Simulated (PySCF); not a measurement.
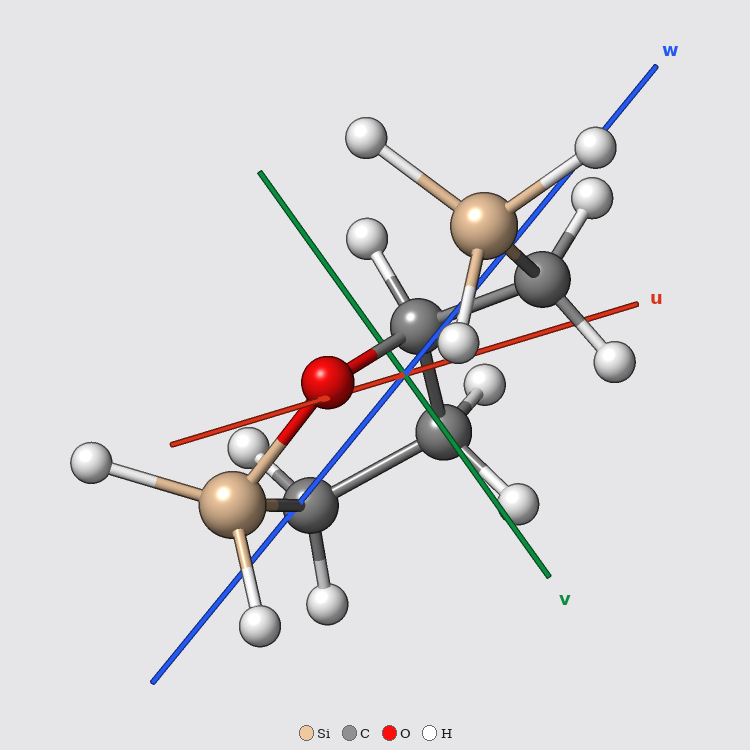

The lines u, v and w are the principal axes of the static dipole polarisability. Computed geometry: GFN2-xTB optimisation. No frequency run is at hand to confirm it as a minimum. Method: ωB97X-D/def2-SVPD (PySCF 2.14.0).

Along which axis is the molecule most polarisable, and along which least?

Most along w, least along v.

Give the three principal values.

u 100.3, v 86.1, w 111.0 bohr³; mean 99.1, anisotropy 21.7 bohr³.

The geometry is semi-empirical. Around Si such bond lengths and angles can be off by a tenth of an ångström or more and by several degrees, and values that hang on the shape move with them.
